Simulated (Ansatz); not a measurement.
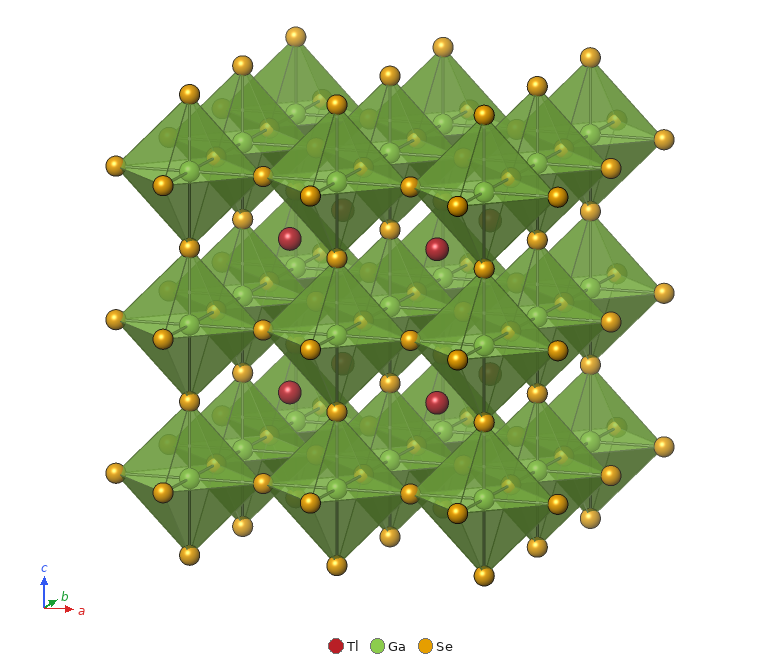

Polyhedra are drawn about Ga (bonds: Ga–Se below 2.9 Å); other atoms are plain spheres.

TlGaSe₃ (space group Pm-3m, No. 221). Coordinates: the geometry relaxed with DFT PBE, scalar-relativistic, plane waves, PAW (Ansatz 0.2.0); the starting structure was generated, so it need not be a known form of this composition.

What figure surrounds each Ga atom, and what does it share with the other drawn polyhedra?

Answer. Ga: GaSe6 octahedron, sharing corners with six neighbours.

What is the connectivity of the polyhedra: isolated, groups, chains, layers or framework?

Answer. They form a three-dimensional framework of corner-sharing octahedra.

How far apart are the centres of linked polyhedra?

Answer. Centre to centre across a shared corner: 5.10 Å.
